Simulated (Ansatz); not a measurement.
Run report: GaH2Cl3, nudged elastic band

System: GaH2Cl3.
Method: RKS PBE-D4/def2-SVP (Ansatz 0.2.0).

It belongs to a series of runs on one base structure; here: band between the two ends. Figures and captions count atoms from 1; the log counts them from 0 in places.

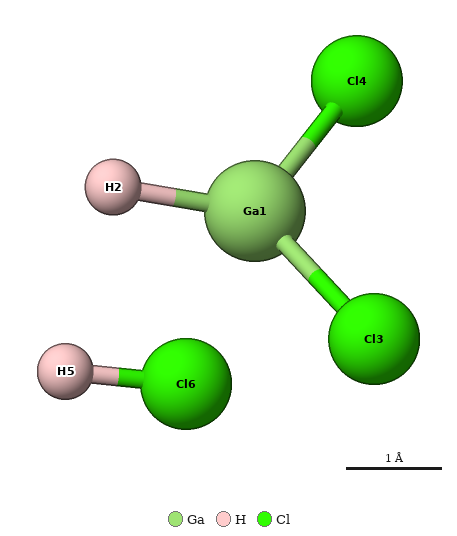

Fig. 1: The input geometry (ball-and-stick view, seen at a tilt; atoms are numbered from 1 in the order of the input). Sticks mark near contacts. Bond lengths as drawn: Cl–Ga 2.17 Å, Cl–H 1.30 Å and Ga–H 1.56 Å.

## The input
```yaml
crystal:
  periodic: [false, false, false]
  atoms:
    - { symbol: Ga, position_ang: [-0.174312, 0.607516, -0.570632] }
    - { symbol: H, position_ang: [1.358901, 0.583362, -0.880025] }
    - { symbol: Cl, position_ang: [-1.59532, -0.439462, -1.824687] }
    - { symbol: Cl, position_ang: [-1.041001, 2.112485, 0.722184] }
    - { symbol: H, position_ang: [1.368146, -1.484797, 1.190214] }
    - { symbol: Cl, position_ang: [0.083585, -1.379203, 1.362947] }
basis:
  gaussian: { orbitals: def2-SVP }
hamiltonian:
  xc: pbe
  dispersion: d4
neb:
  order_check: false
  images: 5
  f_tol: 0.03
  max_iterations: 60
  final_atoms:
    - { symbol: Ga, position_ang: [-0.79916259, 0.07039216, 0.10412229] }
    - { symbol: H, position_ang: [1.72725577, 0.12380181, -0.50099701] }
    - { symbol: Cl, position_ang: [-1.2672869, -0.45399824, -1.91918008] }
    - { symbol: Cl, position_ang: [-0.70737382, 2.13555529, 0.66509006] }
    - { symbol: H, position_ang: [1.71154961, -0.42019528, 0.04665655] }
    - { symbol: Cl, position_ang: [-0.66498307, -1.45565473, 1.60430919] }
  initial_path:
    images:
      - { positions_ang: [[-0.174312, 0.607516, -0.570632], [1.358901, 0.583362, -0.880025], [-1.59532, -0.439462, -1.824687], [-1.041001, 2.112485, 0.722184], [1.368146, -1.484797, 1.190214], [0.083585, -1.379203, 1.362947]] }
      - { positions_ang: [[-0.29733903, 0.53227087, -0.46799178], [1.3865902, 0.39333877, -0.68985521], [-1.53564501, -0.4449437, -1.86242485], [-0.97178205, 2.14030876, 0.70878387], [1.32497013, -1.20666934, 0.92099788], [0.09320476, -1.41440436, 1.39049109]] }
      - { positions_ang: [[-0.42036606, 0.45702574, -0.36535157], [1.4142794, 0.20331554, -0.49968541], [-1.47597002, -0.45042541, -1.9001627], [-0.90256311, 2.16813252, 0.69538375], [1.28179427, -0.92854167, 0.65178176], [0.10282452, -1.44960573, 1.41803518]] }
      - { positions_ang: [[-0.5433931, 0.38178061, -0.26271135], [1.4419686, 0.01329232, -0.30951562], [-1.41629503, -0.45590711, -1.93790055], [-0.83334416, 2.19595628, 0.68198362], [1.2386184, -0.65041401, 0.38256564], [0.11244428, -1.48480709, 1.44557927]] }
      - { positions_ang: [[-0.62864959, 0.27798446, -0.14043347], [1.53706433, 0.05012881, -0.37334275], [-1.36662565, -0.45527082, -1.93166039], [-0.79135405, 2.17582262, 0.67635243], [1.39626214, -0.57367443, 0.27059594], [-0.14669817, -1.47508964, 1.49848924]] }
      - { positions_ang: [[-0.71390609, 0.17418831, -0.01815559], [1.63216005, 0.08696531, -0.43716988], [-1.31695628, -0.45463453, -1.92542024], [-0.74936393, 2.15568895, 0.67072125], [1.55390587, -0.49693485, 0.15862624], [-0.40584062, -1.46537219, 1.55139922]] }
      - { positions_ang: [[-0.79916259, 0.07039216, 0.10412229], [1.72725577, 0.12380181, -0.50099701], [-1.2672869, -0.45399824, -1.91918008], [-0.70737382, 2.13555529, 0.66509006], [1.71154961, -0.42019528, 0.04665655], [-0.66498307, -1.45565473, 1.60430919]] }
```

Command:
```bash
ansatz run input.yaml --threads 2 --pin off --max-ram 3072MiB --backend cpu --events-out ev --progress --plain --runs-dir out
```

## Log
```
Engine: ansatz 0.2.0, aarch64-unknown-linux-gnu
Functional definition: PBE
  parameter kappa = 0.804
  parameter beta = 0.06672455060314922
  exchange = pbe_x(kappa = kappa, mu = beta*pi^2/3)
  correlation = pbe_c(beta = beta)
1056 factors; their error is unknown
mean field evaluation 1: about -89938.0092 eV, gradient 3.3e1 eV
mean field evaluation 2: about -89935.5899 eV, gradient 5.2e1 eV
mean field evaluation 4: about -89939.7177 eV, gradient 1.3e0 eV
mean field evaluation 8: about -89939.6668 eV, gradient 1.4e-2 eV
mean field -89939.66679804 eV, -3305.2217915323 hartree, gradient 4.2e-5 eV, S^2 0.000000; 0 other end points of the search recorded, 0 dependent functions left out
the calculation of the forces begins
reference -89939.66683474 eV, -3305.2217928808 hartree; 42, 42 occupied and 54, 54 virtual orbitals, 1056 factors
1056 factors; their error is unknown
mean field evaluation 16: about -89934.6973 eV, gradient 5.9e1 eV
mean field -89940.29909730 eV, -3305.2450281014 hartree, gradient 5.6e-5 eV, S^2 0.000000; 0 other end points of the search recorded, 0 dependent functions left out
[... from here on the field's lines of each further geometry are left out, up to the last ...]
NEB iter   1: max|band force component| = 2.939e0 eV/Å  barrier→ = 0.8729 eV  barrier← = 1.5086 eV  Δτ_max = 0.2000 Å  (166 SCF iters)
NEB iter   2: max|band force component| = 9.730e-1 eV/Å  barrier→ = 0.4975 eV  barrier← = 1.1333 eV  Δτ_max = 0.1530 Å  (148 SCF iters)
NEB iter   3: max|band force component| = 5.867e-1 eV/Å  barrier→ = 0.4738 eV  barrier← = 1.1096 eV  Δτ_max = 0.0699 Å  (133 SCF iters)
NEB iter   4: max|band force component| = 2.465e-1 eV/Å  barrier→ = 0.4511 eV  barrier← = 1.0868 eV  CI = image 3  Δτ_max = 0.0272 Å  (132 SCF iters)
NEB iter   5: max|band force component| = 6.208e-2 eV/Å  barrier→ = 0.4495 eV  barrier← = 1.0852 eV  CI = image 3  Δτ_max = 0.0074 Å  (122 SCF iters)
NEB iter   6: max|band force component| = 4.833e-2 eV/Å  barrier→ = 0.4488 eV  barrier← = 1.0845 eV  CI = image 3  Δτ_max = 0.0051 Å  (116 SCF iters)
the calculation of the forces begins
reference -89940.22602168 eV, -3305.2423426220 hartree; 42, 42 occupied and 54, 54 virtual orbitals, 1056 factors
1056 factors; their error is unknown
mean field -89939.21051201 eV, -3305.2050233299 hartree, gradient 7.8e-6 eV, S^2 0.000000; 1 other end points of the search recorded, 0 dependent functions left out
the calculation of the forces begins
reference -89939.21054720 eV, -3305.2050246232 hartree; 42, 42 occupied and 54, 54 virtual orbitals, 1056 factors
NEB iter   7: max|band force component| = 8.856e-3 eV/Å  barrier→ = 0.4487 eV  barrier← = 1.0845 eV  CI = image 3  Δτ_max = 0.0000 Å  (235 SCF iters)
```

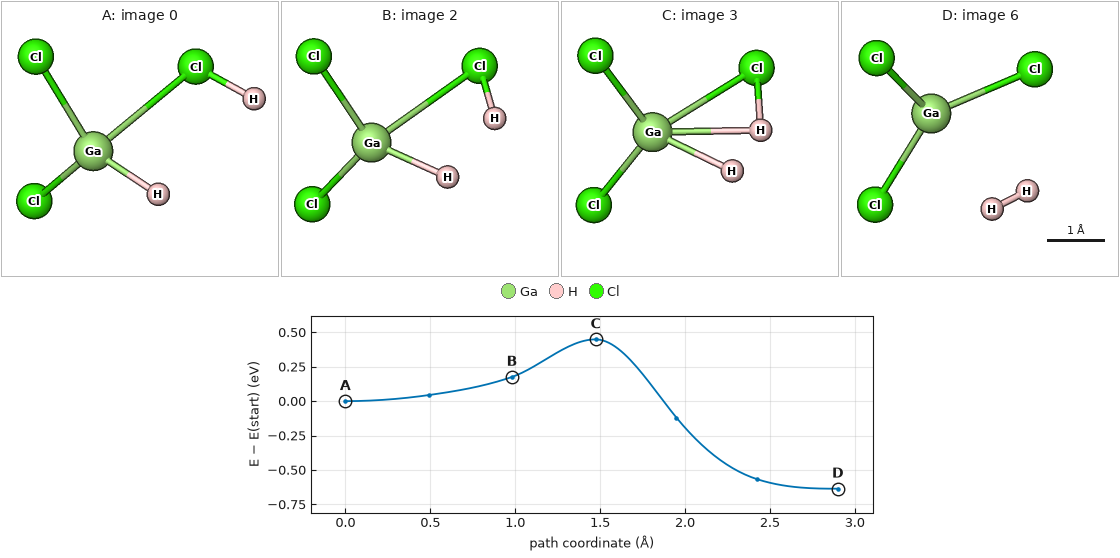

Fig. 2: Images of the last band (counted from 0; ball-and-stick, seen at a tilt) above the energy along the path; the line is a cubic interpolation that uses the forces. The highest image is number 3, 0.449 eV above the start and 1.084 eV above the end (the climbing image); the end lies 0.636 eV below the start. The path is 2.90 Å long. The band converged in 7 iterations.

```
Total energy: -89939.40444783 eV, -3305.2121503399 hartree
Atom 0 at    -0.323606     0.335625    -0.266097 Å, force     0.000506    -0.004489     0.003941 eV/Å
Atom 1 at     1.355527     0.064409    -0.360366 Å, force     0.001466     0.002095    -0.002300 eV/Å
Atom 2 at    -1.428916    -0.468865    -1.920109 Å, force    -0.000656     0.000463    -0.001848 eV/Å
Atom 3 at    -0.855267     2.170691     0.710871 Å, force    -0.000229     0.002111    -0.000288 eV/Å
Atom 4 at     1.126386    -0.692292     0.448786 Å, force     0.000087    -0.000135     0.000291 eV/Å
Atom 5 at     0.125875    -1.409668     1.386916 Å, force    -0.001174    -0.000046     0.000204 eV/Å
Dipole moment:     0.325169    -0.085761     0.015183 e Å
this run last wrote the band of iteration 7 to [file]
```

## The last band as extended XYZ (Å, eV, eV/Å)
```
6
Properties=species:S:1:pos:R:3:forces:R:3 image=0 energy=-89939.85314
Ga   -0.1743    0.6075   -0.5706   -0.0051   0.0031  -0.0045
H     1.3589    0.5834   -0.8800   -0.0018  -0.0051   0.0054
Cl   -1.5953   -0.4395   -1.8247    0.0019  -0.0047  -0.0014
Cl   -1.0410    2.1125    0.7222    0.0023   0.0021   0.0055
H     1.3681   -1.4848    1.1902    0.0227  -0.0035  -0.0014
Cl    0.0836   -1.3792    1.3629   -0.0200   0.0081  -0.0036
6
Properties=species:S:1:pos:R:3:forces:R:3 image=1 energy=-89939.80892
Ga   -0.1966    0.5464   -0.5046    0.0116   0.0256  -0.0285
H     1.3541    0.3899   -0.6852    0.0039   0.0602  -0.0611
Cl   -1.5663   -0.4357   -1.8577   -0.0204   0.0084   0.0098
Cl   -1.0073    2.1386    0.7116   -0.0234  -0.0049  -0.0035
H     1.3037   -1.2103    0.9286    0.0547  -0.1005   0.0888
Cl    0.1124   -1.4290    1.4074   -0.0265   0.0112  -0.0055
6
Properties=species:S:1:pos:R:3:forces:R:3 image=2 energy=-89939.67675
Ga   -0.2231    0.4764   -0.4289    0.0868   0.1315  -0.1509
H     1.3426    0.2189   -0.5121   -0.0051   0.1373  -0.1364
Cl   -1.5030   -0.4546   -1.8899   -0.0611   0.0161   0.0226
Cl   -0.9355    2.1565    0.7153   -0.0664  -0.0088  -0.0022
H     1.1480   -0.9379    0.6899    0.0095  -0.2344   0.2329
Cl    0.1709   -1.4594    1.4256    0.0364  -0.0418   0.0339
6
Properties=species:S:1:pos:R:3:forces:R:3 image=3 energy=-89939.40441
Ga   -0.3236    0.3356   -0.2661    0.0005  -0.0045   0.0039
H     1.3555    0.0644   -0.3604    0.0015   0.0021  -0.0023
Cl   -1.4289   -0.4689   -1.9201   -0.0007   0.0005  -0.0018
Cl   -0.8553    2.1707    0.7109   -0.0002   0.0021  -0.0003
H     1.1264   -0.6923    0.4488    0.0001  -0.0001   0.0003
Cl    0.1259   -1.4097    1.3869   -0.0012   0.0000   0.0002
6
Properties=species:S:1:pos:R:3:forces:R:3 image=4 energy=-89939.97192
Ga   -0.4823    0.1972   -0.0927   -0.5519  -0.4751   0.5963
H     1.4600    0.0138   -0.3319    0.3293  -0.1062   0.0349
Cl   -1.3635   -0.4406   -1.9420    0.1533   0.0514  -0.0187
Cl   -0.7952    2.1782    0.6694    0.1394  -0.0131  -0.0831
H     1.2777   -0.5413    0.2646    0.5524   0.5433  -0.6651
Cl   -0.0967   -1.4074    1.4325   -0.6224  -0.0002   0.1358
6
Properties=species:S:1:pos:R:3:forces:R:3 image=5 energy=-89940.42019
Ga   -0.6623    0.1057    0.0381   -0.1559  -0.0828   0.1169
H     1.5949    0.0637   -0.4105    0.1110   0.0552  -0.0795
Cl   -1.2951   -0.4285   -1.9402    0.0457   0.0028   0.0121
Cl   -0.7333    2.1617    0.6439    0.0405  -0.0215  -0.0121
H     1.4619   -0.4641    0.1470    0.1649   0.0769  -0.1127
Cl   -0.3660   -1.4386    1.5216   -0.2061  -0.0305   0.0753
6
Properties=species:S:1:pos:R:3:forces:R:3 image=6 energy=-89940.48890
Ga   -0.7992    0.0704    0.1041   -0.0026   0.0067  -0.0062
H     1.7273    0.1238   -0.5010   -0.0026   0.0054  -0.0048
Cl   -1.2673   -0.4540   -1.9192    0.0031   0.0003   0.0013
Cl   -0.7074    2.1356    0.6651    0.0033  -0.0026  -0.0012
H     1.7115   -0.4202    0.0467   -0.0057  -0.0045   0.0066
Cl   -0.6650   -1.4557    1.6043    0.0045  -0.0053   0.0043
```

## Key numbers

| quantity | value |
| --- | --- |
| outcome | converged |
| barrier, forward | 0.449 eV |
| barrier, backward | 1.085 eV |
| hardware | 2 threads of Arm Neoverse V1, 24 GiB of memory available, shared host |
| wall time | 70 s (CPU time 2.3 min) |
| peak memory | 0.15 GiB |

The order of the saddle point was not checked.
